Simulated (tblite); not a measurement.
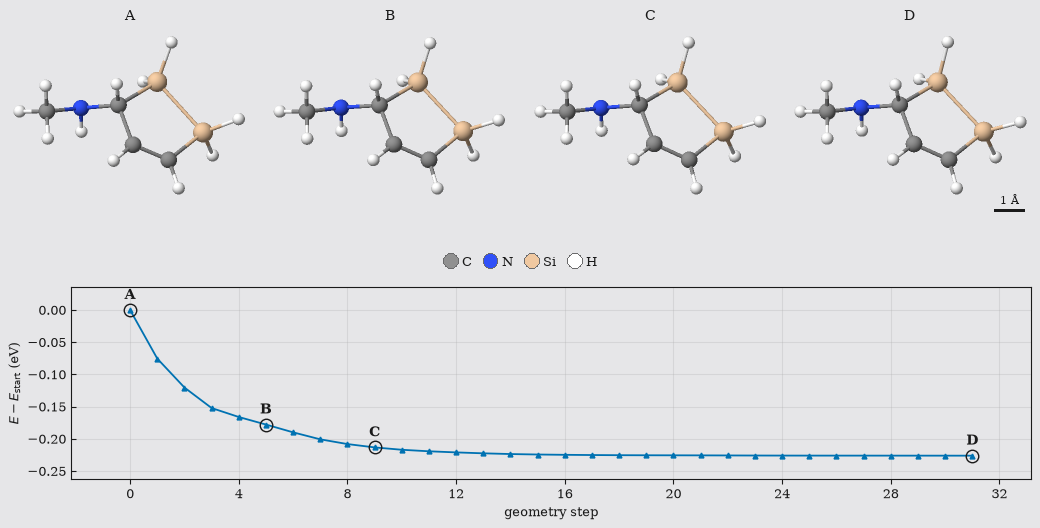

Frames of a relaxation of C$_{4}$H$_{11}$NSi$_{2}$, marked on the history of the run. Style: ball-and-stick. Shown at a tilt.

Level of theory: GFN2-xTB geometry optimisation, gas phase in tblite. 

What happens along the run?

Over 31 geometry steps the energy falls by 0.226 eV. An H atom moves most after the best rigid fit: 0.18 Å. Largest moves by element: H 0.18 Å, C 0.05 Å, Si 0.05 Å, N 0.02 Å. Near-neighbour distances that change, for instance: C–Si 1.847 → 1.887 Å, H–Si 1.503 → 1.465 Å, C–C 1.530 → 1.505 Å, Si–Si 2.333 → 2.308 Å. Bond angles that change, for instance: Si–Si–H 111.2° → 118.7°, H–Si–H 113.1° → 106.3°, Si–Si–H 113.7° → 119.5°. Cost: 0.83 s on 1 thread of Intel(R) Xeon(R) Processor @ 2.50GHz, on a shared host. From step 0 to 5: an H atom moves most (0.06 Å), energy −0.178 eV. From step 5 to 9: an H atom moves most (0.07 Å), energy −0.035 eV. From step 9 to 31: an H atom moves most (0.07 Å), energy −0.013 eV.

```tsv
step	E − E(0), eV
0	0.0000
1	-0.0754
2	-0.1203
3	-0.1521
4	-0.1660
5	-0.1777
6	-0.1898
7	-0.2007
8	-0.2080
9	-0.2132
10	-0.2169
11	-0.2192
12	-0.2209
13	-0.2224
14	-0.2235
16	-0.2247
17	-0.2250
18	-0.2253
19	-0.2254
20	-0.2255
21	-0.2256
22	-0.2257
23	-0.2258
24	-0.2259
25	-0.2259
27	-0.2259
28	-0.2260
29	-0.2260
30	-0.2260
31	-0.2260
```
